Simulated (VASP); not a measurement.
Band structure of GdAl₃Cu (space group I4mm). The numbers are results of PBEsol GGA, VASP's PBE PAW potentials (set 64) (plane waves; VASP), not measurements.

The 4f electrons are frozen in the core of the lanthanide potential, so 4f levels, which can set the real gap, and their magnetism are missing.

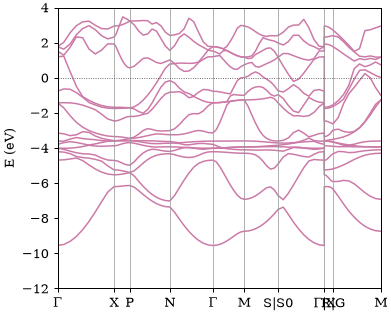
Fig. 1. Bands along high-symmetry lines, zero at the valence-band maximum or, without a gap, the Fermi level

Task: Read the plot: is there a gap, and where are the band edges?

Result: It has no gap at this level: it comes out as a metal or semimetal. (Edges off the drawn lines would not show.)

The structure comes from a computed database's GdAl3Cu entry (I4mm); how it stands against other phases isn't given here. It was relaxed first. The electron count is odd and the run is not spin-polarised, which forces a metal.
